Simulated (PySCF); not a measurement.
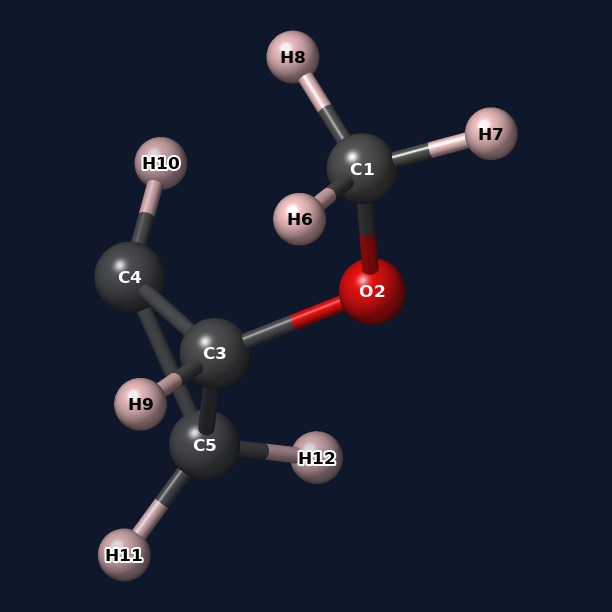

Charge 0, doublet. Computed geometry: GFN2-xTB optimisation. No frequency run is at hand to confirm it as a minimum. Level of theory: UKS B3LYP, pcH-1 on C H O, non-relativistic (PySCF 2.14.0). Fermi-contact and spin-dipolar terms alone, no spin-orbit part.

**Which nucleus has the largest dipolar (anisotropic) hyperfine coupling?**

13C at C4: principal values −73.1, −70.3, 143.4 MHz.

List the isotropic and dipolar parts for the most strongly coupled nuclei, one of each equivalent set.

| atom | isotope | a_iso (MHz) | dipolar part (MHz) |
| --- | --- | --- | --- |
| C4 | 13C | 276.8 | −73.1, −70.3, 143.4 |
| H10 | 1H | −15.6 | −32.6, −4.3, 36.9 |
| O2 | 17O | 1.8 | −16.7, 7.9, 8.8 |
| H11 | 1H | 100.3 | −6.9, −4.1, 11.1 |
| H9 | 1H | 42.9 | −6.5, −3.1, 9.6 |
| C5 | 13C | −21.8 | −7.1, −1.8, 8.9 |
| H12 | 1H | 57.9 | −6.2, −2.0, 8.2 |
| C3 | 13C | −12.8 | −5.3, −0.1, 5.5 |
